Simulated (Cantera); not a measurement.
Feed: 1 mol SiH4, 3.7 mol N2O, 1.4 mol N2, at 0.713 Torr.

Method: chemical equilibrium by Gibbs-energy minimisation in Cantera with the NASA 1993 tables (ideal gas, pure condensed phases). Candidate condensed phases: H2O, Si, SiO2, Si2N2O, Si3N4; 35 gas species. The numbers say what is thermodynamically allowed, not how fast it happens.

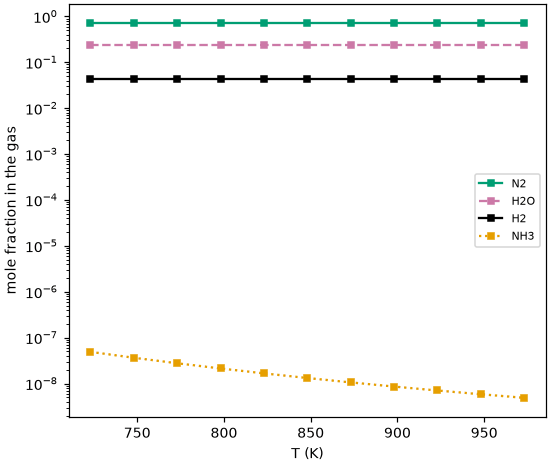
Equilibrium gas composition (values under 1e-9 drawn at 1e-9)

**Question.** Read off the mole fractions at 973 K.

**Answer.** N2 about 0.72, H2O about 0.24, H2 about 0.042.
